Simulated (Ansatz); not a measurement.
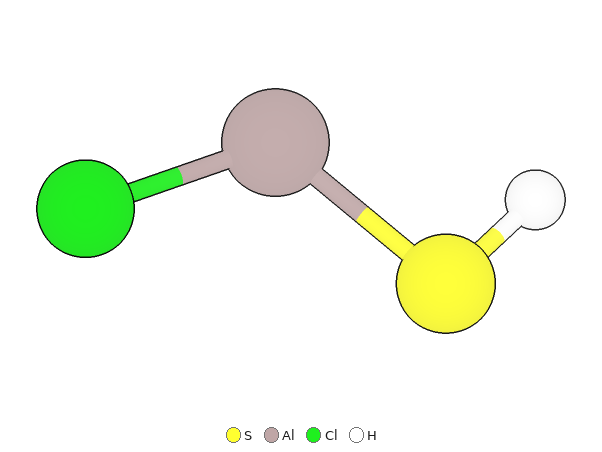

A ball-and-stick model of a molecule. Every bond is drawn as one stick, whatever its order.

Charge 0, doublet. The computed structure is the end point of a PBE0-D4/def2-TZVP optimisation.

Describe the molecule.

Formula AlClHS. As SMILES it reads `[SH][Al][Cl]`. The point group is Cs. It is an open-shell species. All atoms lie on one plane. Coordination: 1 S bent; 1 Al bent.

The parts below concern this one geometry. Atoms keep their numbers from picture to picture.

**Geometry**

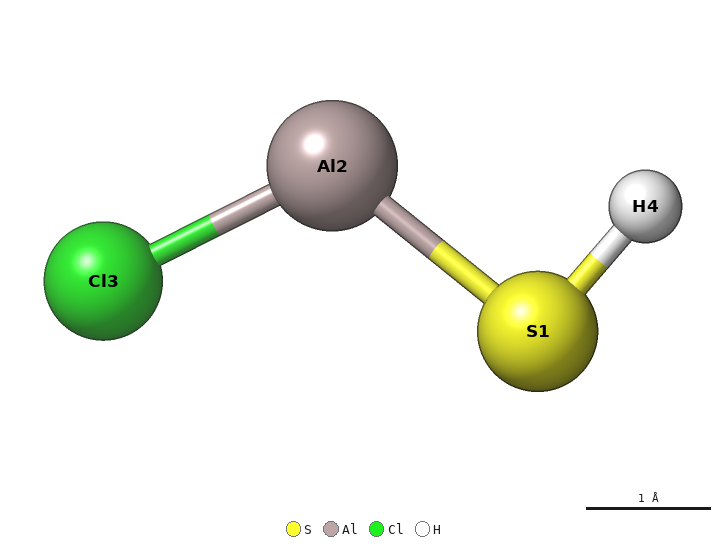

List the bonds and their lengths.

```csv
bond,length (Å)
S1–Al2,2.193
S1–H4,1.345
Al2–Cl3,2.107
```

**Electronic properties**

Method: UHF-CCSD(T), frozen core/def2-TZVPP (Ansatz 0.2.0).

Predict the main results.

- HOMO energy (Hartree–Fock orbital): −8.99 eV
- ⟨S²⟩ of the determinant: 0.755
- T1 diagnostic: 0.014

**Thermal motion**

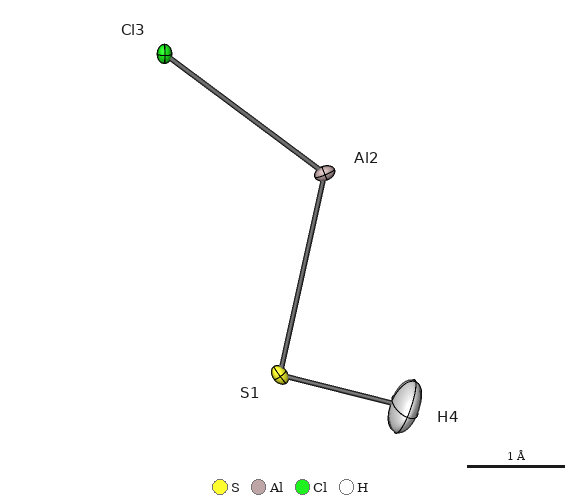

Displacement ellipsoids at the 50 % level, from the internal vibrations of the free molecule (harmonic, no overall translation or rotation; no half-axis is drawn under 0.075 Å). Vibrations computed with UKS PBE0-D4/def2-TZVP (Ansatz 0.2.0). Temperature: 298 K.

Give the displacement parameters, one line for each set of equivalent atoms.

| atom | U_eq (Å²) | rms amplitudes (Å) |
| --- | --- | --- |
| S1 | 0.0018 | 0.008, 0.020, 0.070 |
| Al2 | 0.0020 | 0.012, 0.029, 0.070 |
| Cl3 | 0.0016 | 0.007, 0.019, 0.066 |
| H4 | 0.0501 | 0.093, 0.182, 0.329 |

**Dipole moment**

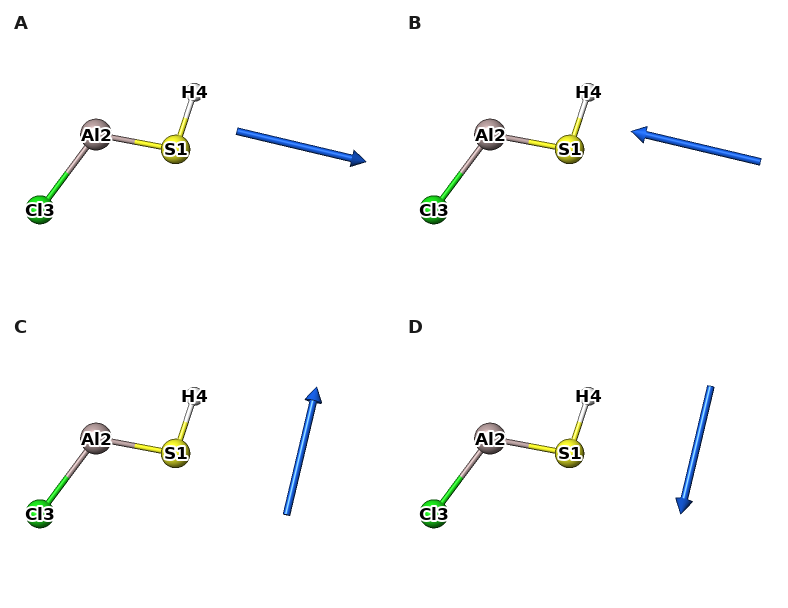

The same molecule four times, each with an arrow. Properties computed with UKS PBE0-D4/def2-TZVP (Ansatz 0.2.0).

Which arrow points along the dipole moment, from the negative to the positive end?

C. The dipole moment is 2.13 D; it points from the side of Cl3 to the side of H4 (the outermost atoms at the two ends).
